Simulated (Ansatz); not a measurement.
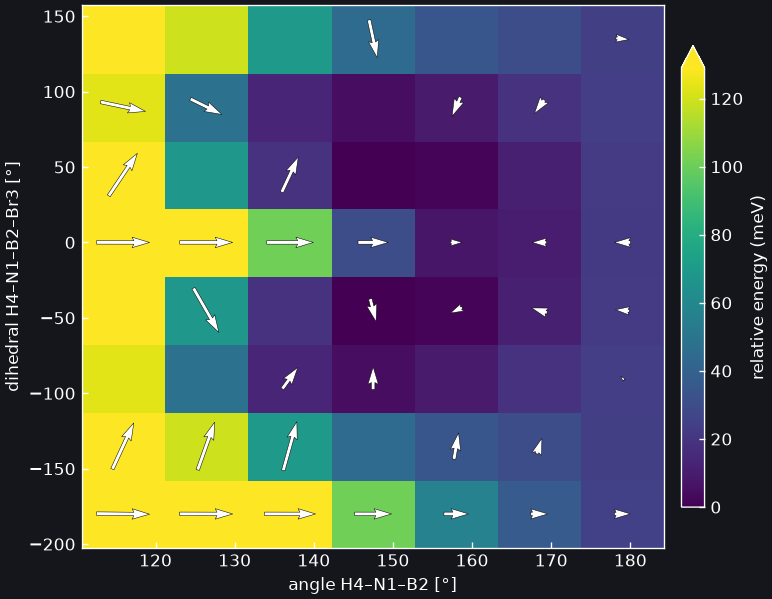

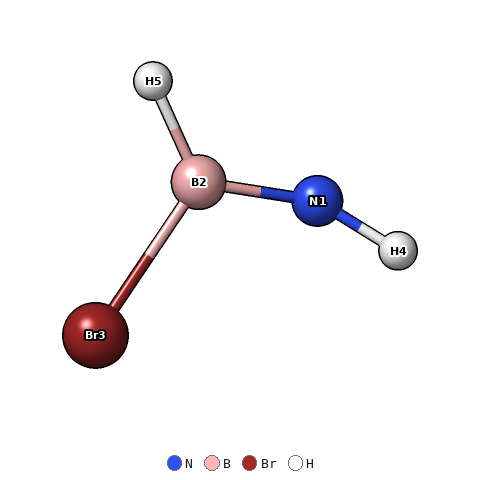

Energy landscape of BBrH₂N, SMILES [NH]BBr, spin multiplicity 2. Coordinates scanned: (1) angle H4–N1–B2; (2) dihedral H4–N1–B2–Br3. Nothing is relaxed (all other coordinates rigid). Grid: 7 × 8 points; 35 points were computed and 21 follow by symmetry. Points are written as (first, second). Energies are in meV, from the lowest grid point. Energies and slopes of some neighbouring points disagree (a jump in structure or state, or too coarse a mesh). The calculation used UKS r2SCAN-D4/def2-TZVP in Ansatz 0.2.0.

In the figure: one coloured cell a grid point, arrows along the force (downhill), their lengths compressed, one colour for all values above the top of the scale. The second picture is the structure at the lowest point.

Q: Summarise what can be read from the map.

A: The lowest grid point is at (147.5°, −45°). The same energy is found at (147.5°, 45°). The highest grid point, (115.9°, −180°), lies 612 meV above the lowest.

Each point was launched as `ansatz run input.yaml --threads 1 --pin off --max-ram 2560MiB --backend cpu --events-out ev --progress --plain --runs-dir out`. The whole map (35 points run) took 8.9 min on 1 thread of Arm Neoverse V2, with other jobs on the host.
